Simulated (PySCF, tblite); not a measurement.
# C4H3F2N2 radical: geometry, infrared bands and EPR parameters

What infrared bands and EPR parameters should C4H3F2N2 radical (`FC1=CN=C[C@H](F)[N]1`) show?

Computed with tblite 0.8.0 and PySCF 2.14.0, with density-fitted response routines of our own, on a single molecule in the gas phase. Atoms count from 0, in the outputs and in this text.

## Step 1: The molecule as given

11 atoms, charge 0, multiplicity 2; geometry from: force field or distance geometry start.

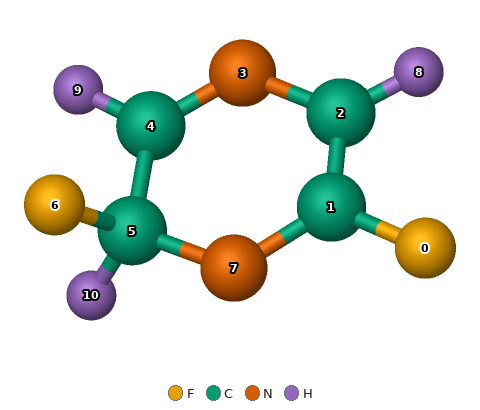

As it starts; fluorine amber, carbon teal, nitrogen orange, hydrogen purple, atoms numbered; sticks join atoms by distance.

## Step 2: Relaxing the molecule with GFN2-xTB

The job: settings as JSON, then the geometry in Å.

```
{"job": {"kind": "relax", "xc": "GFN2-xTB", "basis": "xTB"}, "charge": 0, "multiplicity": 2}
F      2.431500    -1.265400    -0.529500
C      1.273900    -0.553300    -0.260400
C      1.402100     0.643200     0.279000
N      0.189200     1.350600     0.539900
C     -0.943300     0.806700     0.295400
C     -1.184300    -0.518800    -0.297100
F     -1.903200    -1.223800     0.673700
N      0.066800    -1.190200    -0.553500
H      2.364800     1.041500     0.473800
H     -1.836400     1.408100     0.531400
H     -1.855700    -0.495900    -1.178800
```

Started as:

```console
$ OMP_NUM_THREADS=1 python probes_run.py task.json out
```

The driver reads the jobs from task.json and runs them one after another.

Output:

```text
step      E/eV     max force
  0    -688.39569    5.802
  1    -688.91663    1.338
  2    -688.99635    0.845
  3    -689.09805    0.830
  4    -689.14890    0.644
  5    -689.18204    0.456
  6    -689.20234    0.322
  7    -689.21876    0.322
  8    -689.23150    0.342
  9    -689.24072    0.250
 10    -689.24574    0.207
 11    -689.24888    0.167
 12    -689.25214    0.156
 13    -689.25615    0.200
 14    -689.26014    0.189
 15    -689.26370    0.175
 16    -689.26700    0.189
 17    -689.27035    0.199
 18    -689.27415    0.213
 19    -689.27871    0.210
 20    -689.28394    0.191
 21    -689.28892    0.162
 22    -689.29240    0.134
 23    -689.29476    0.131
 24    -689.29751    0.162
 25    -689.30145    0.189
 26    -689.30653    0.213
 27    -689.31234    0.220
 28    -689.31823    0.242
 29    -689.32325    0.194
 30    -689.32676    0.204
 31    -689.32890    0.090
 32    -689.32995    0.094
 33    -689.33062    0.072
 34    -689.33109    0.057
 35    -689.33136    0.038
 36    -689.33153    0.040
 37    -689.33167    0.038
 38    -689.33176    0.026
 39    -689.33182    0.016
 40    -689.33184    0.014
 41    -689.33186    0.012
 42    -689.33188    0.010
```

Wall time 0.2 s (1 thread of Arm Neoverse V1, shared host).

The steps of the relaxation: (not every step is listed)

```
step  energy from step 0 (eV)  largest force (eV/Å)
   0                   0.0000                5.8020
   1                  -0.5209                1.3384
   2                  -0.6007                0.8448
   3                  -0.7024                0.8303
   4                  -0.7532                0.6442
   5                  -0.7864                0.4561
   6                  -0.8067                0.3222
   7                  -0.8231                0.3216
   8                  -0.8358                0.3423
  10                  -0.8501                0.2065
  12                  -0.8565                0.1557
  14                  -0.8645                0.1892
  16                  -0.8713                0.1890
  18                  -0.8785                0.2128
  20                  -0.8883                0.1910
  22                  -0.8967                0.1336
  24                  -0.9018                0.1617
  26                  -0.9108                0.2126
  28                  -0.9225                0.2418
  30                  -0.9311                0.2040
  32                  -0.9343                0.0945
  34                  -0.9354                0.0570
  36                  -0.9358                0.0399
  37                  -0.9360                0.0379
  38                  -0.9361                0.0259
  39                  -0.9361                0.0164
  40                  -0.9362                0.0137
  41                  -0.9362                0.0124
  42                  -0.9362                0.0102
```

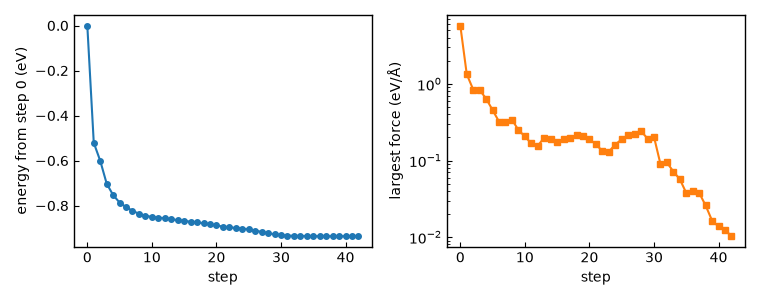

Energy and force, step by step.

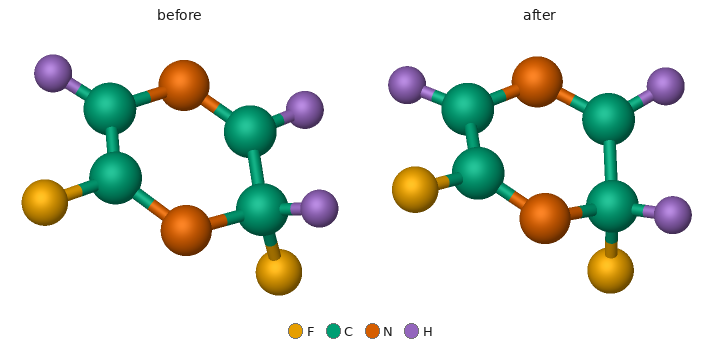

Before and after, at one scale.

Close pairs (by a distance rule), those that changed most:

```
 bond  before (Å)  after (Å)  change (Å)
C1–N7       1.396      1.281      -0.115
C2–N3       1.428      1.315      -0.113
C1–C2       1.319      1.422      +0.104
F0–C1       1.385      1.326      -0.059
C4–C5       1.472      1.510      +0.038
C5–N7       1.443      1.410      -0.033
C4–H9       1.102      1.077      -0.025
C2–H8       1.060      1.075      +0.015
```

The end geometry stands in the next job.

## Step 3: Vibrational analysis with GFN2-xTB

The job: settings as JSON, then the geometry in Å.

```
{"job": {"kind": "ir", "xc": "GFN2-xTB", "basis": "xTB"}, "charge": 0, "multiplicity": 2}
F      2.301835    -1.158521    -0.839658
C      1.199732    -0.565232    -0.401331
C      1.312249     0.598476     0.408853
N      0.221105     1.319534     0.545991
C     -0.938652     0.907600     0.192134
C     -1.131071    -0.540910    -0.186700
F     -1.583289    -1.314870     0.881544
N      0.068077    -1.097517    -0.676663
H      2.215516     0.873990     0.923280
H     -1.742276     1.615055     0.077231
H     -1.917802    -0.634934    -0.950645
```

Output:

```text
mode    cm-1     km/mol
  1     101.4      1.52
  2     177.6      3.10
  3     318.2      6.54
  4     382.3      1.95
  5     451.0      3.05
  6     474.9     10.43
  7     556.5     14.28
  8     582.6      7.55
  9     649.1      1.75
 10     695.2     15.40
 11     755.7     11.26
 12     813.2     32.92
 13     871.0    117.69
 14     925.1    128.95
 15     976.8     78.37
 16    1117.0      5.01
 17    1130.2     13.11
 18    1172.7     46.71
 19    1188.3     20.59
 20    1236.0      7.29
 21    1300.6    311.51
 22    1393.2     73.15
 23    1537.9     43.52
 24    1619.9     97.33
 25    2865.9      6.48
 26    3105.1      0.69
 27    3124.3      1.60
```

Run time: 0.26 s. Hardware: 1 thread of Arm Neoverse V1, shared host.

The strongest bands and the atoms that carry them (share of the mass-weighted mode):

```
cm⁻¹  km/mol                               atoms
 871   117.7           C5 38 %, C4 22 %, F6 21 %
 925   128.9  N7 25 %, C2 20 %, C5 19 %, C4 14 %
 977    78.4          C5 36 %, H10 16 %, C4 12 %
1173    46.7                   H10 49 %, C5 30 %
1301   311.5                    C1 48 %, C2 10 %
1393    73.2                    C2 52 %, N3 18 %
1538    43.5  N3 28 %, C4 26 %, C1 23 %, N7 17 %
1620    97.3  C1 32 %, N7 25 %, N3 23 %, C4 15 %
```

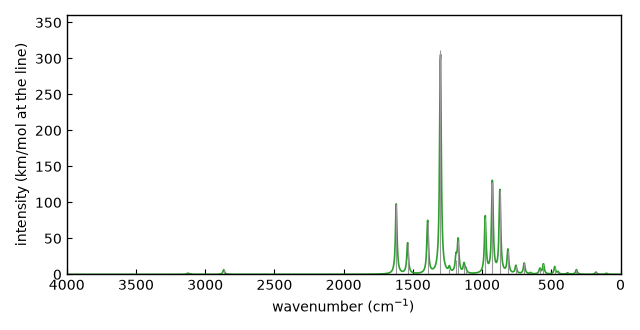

The infrared spectrum from these modes, unscaled. Lines are broadened to a width of 14 cm⁻¹ (Lorentzian).

## Step 4: g tensor and hyperfine couplings: B3LYP/pcH-1

The job, as its differences from that of step 3:

```diff
@@ -1,2 +1,2 @@
-{"job": {"kind": "ir", "xc": "GFN2-xTB", "basis": "xTB"}, "charge": 0, "multiplicity": 2}
+{"job": {"kind": "epr", "basis": "pcH-1"}, "charge": 0, "multiplicity": 2}
 F      2.301835    -1.158521    -0.839658
```

Level: UKS B3LYP, pcH-1 on C F H N, non-relativistic, mean-field spin-orbit, GIAO.

Output:

```text
UKS, coarse grid
  cycle   1  E = -463.25170103  |g| = 5.53e-01
  cycle   2  E = -463.06022530  |g| = 9.48e-01
  cycle   3  E = -463.35396519  |g| = 8.41e-02
  cycle   4  E = -463.35460746  |g| = 7.87e-02
  cycle   5  E = -463.35728354  |g| = 1.81e-02
  cycle   6  E = -463.35744781  |g| = 7.07e-03
  cycle   7  E = -463.35749418  |g| = 3.44e-03
  cycle   8  E = -463.35751340  |g| = 2.68e-03
  cycle   9  E = -463.35752280  |g| = 7.77e-04
UKS, final grid
  cycle   1  E = -463.35758850  |g| = 1.12e-03
  cycle   2  E = -463.35758793  |g| = 1.81e-03
  cycle   3  E = -463.35758909  |g| = 2.16e-04
  cycle   4  E = -463.35758913  |g| = 1.15e-04
  cycle   5  E = -463.35758917  |g| = 9.87e-05
  cycle   6  E = -463.35758918  |g| = 3.60e-05
  cycle   7  E = -463.35758918  |g| = 8.94e-06
E = -463.35758918 Eh   <S^2> = 0.7677 (exact 0.7500)
g shifts (ppm)      1          2          3
  rmc          -176       -176       -176
  gc              4         48         29
  oz_so        -209        602        836
  total        -381        474        689
hyperfine (MHz)  atom isotope    a_iso     a_fc   dipolar eigenvalues
    0   19F     -15.17     -15.17    -29.62     -3.40     33.02
    1   13C     -28.01     -28.01    -13.92      1.30     12.62
    2   13C      43.77      43.77    -41.41    -40.17     81.58
    3   14N      11.97      11.97    -13.83      1.13     12.69
    4   13C      38.14      38.14    -33.49    -32.31     65.81
    5   13C     -21.35     -21.35     -5.47     -1.89      7.36
    6   19F     176.77     176.77    -68.34    -65.12    133.46
    7   14N      10.63      10.63    -11.82    -10.68     22.49
    8    1H     -20.88     -20.88    -19.50     -3.05     22.55
    9    1H     -23.70     -23.70    -15.45     -2.56     18.00
   10    1H      78.33      78.33     -3.10     -1.43      4.53
```

Run time: 46 s. Hardware: 1 thread of Arm Neoverse V1, shared host; peak memory 0.84 GiB.

Principal g values 2.00194, 2.00279, 2.00301; g(iso) = 2.00258, against 2.00232 for a free electron.

Hyperfine couplings, nucleus by nucleus at this fixed geometry (no averaging over rotations):

```
nuclei  isotope  a(iso) (MHz)  a(iso) (G, at g = 2.0023)  largest dipolar term (MHz)
    F6      19F         176.8                       63.1                       133.5
   H10       1H          78.3                       27.9                         4.5
    C2      13C          43.8                       15.6                        81.6
    C4      13C          38.1                       13.6                        65.8
    C1      13C         -28.0                      -10.0                       -13.9
    H9       1H         -23.7                       -8.5                        18.0
    C5      13C         -21.4                       -7.6                         7.4
    H8       1H         -20.9                       -7.5                        22.6
    F0      19F         -15.2                       -5.4                        33.0
    N3      14N          12.0                        4.3                       -13.8
    N7      14N          10.6                        3.8                        22.5
```

Mulliken spin populations:

```
atom  value (e)
  F0       0.00
  C1      -0.05
  C2       0.48
  N3      -0.06
  C4       0.40
  C5      -0.01
  F6       0.03
  N7       0.22
  H8      -0.02
  H9      -0.02
 H10       0.03
```

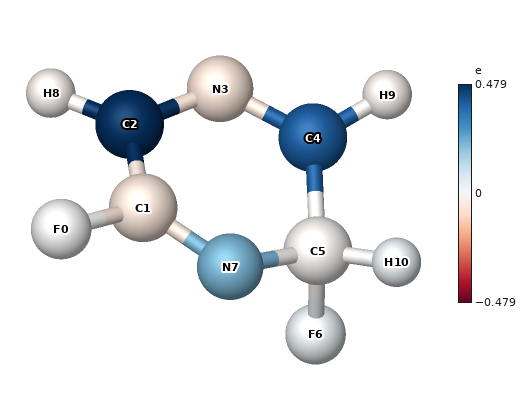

Mulliken spin populations, as colours on the atoms.

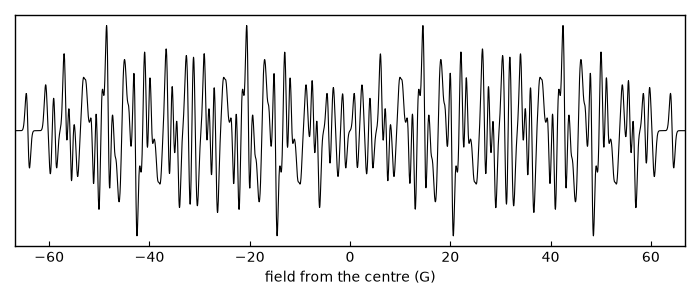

First-order isotropic spectrum (first derivative, main isotopes with spin only, couplings over 0.8 MHz, Gaussian width 0.3 G; couplings of the frozen geometry, rotation of groups not averaged beyond the rows shown).

The fields below are evaluated on a grid from the run's orbitals.

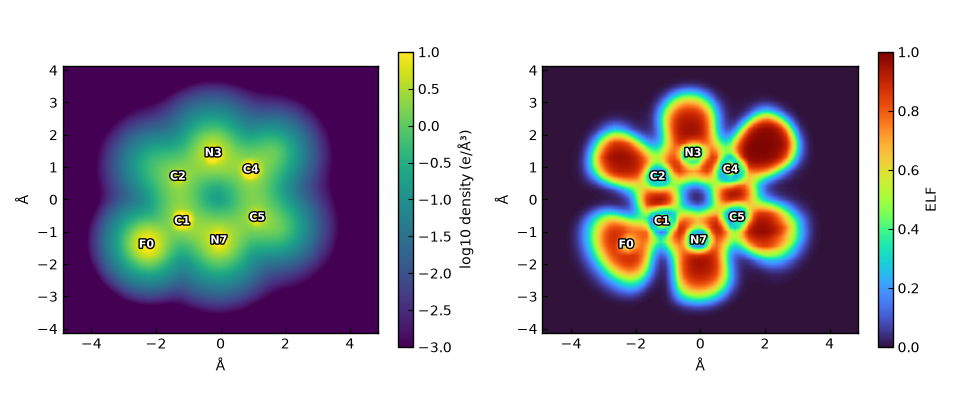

Density (left) and ELF (right) in a plane through or near 7 of the atoms.

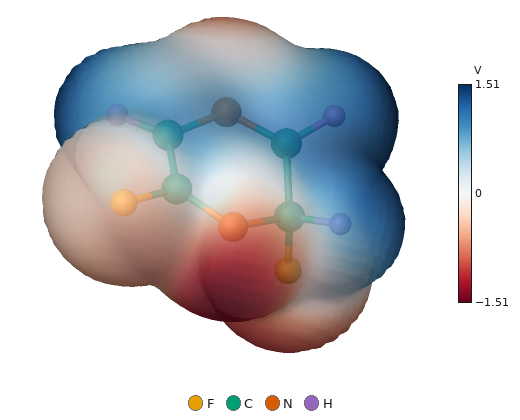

The potential that a unit positive charge feels on the 0.002 e/bohr³ surface, from -1.40 V near N7 to 1.51 V near H9.

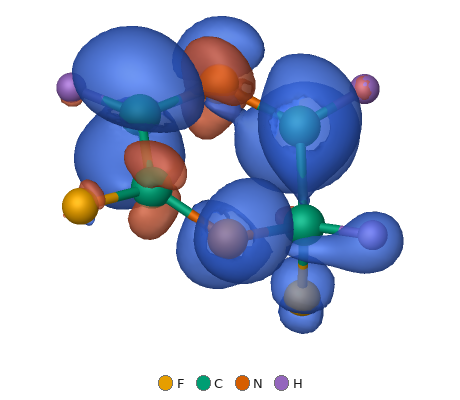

Spin density at ±0.02 e/Å³ (alpha excess blue, beta excess red).

## Step 5: Outcome

| quantity | value |
| --- | --- |
| strongest single infrared mode (GFN2-xTB) | 1301 cm⁻¹, 312 km/mol |
| zero-point energy (GFN2-xTB) | 42.2 kcal/mol |
| g(iso) (B3LYP) | 2.00258 |
| ⟨S²⟩ | 0.768 (exact 0.75) |
| largest a(iso) | 19F on F6, 176.8 MHz |
| surface potential, least and greatest | -1.40 V and 1.51 V |

**Reading.** Over 42 steps the energy fell by 0.936 eV; of the close pairs, C1–N7 changed most, 1.396 to 1.281 Å. All 27 modes are real, so the xTB geometry is a minimum. The strongest single mode, at 1301 cm⁻¹, is spread over many atoms; the largest shares are those of C1, C2. GFN2-xTB is a fitted tight-binding method: band positions and strengths are rough. Its intensities can rank the bands wrongly. The largest spin populations lie on C2 (0.48 e), C4 (0.40 e). The isotropic g lies 0.3 ppt above the free-electron value.
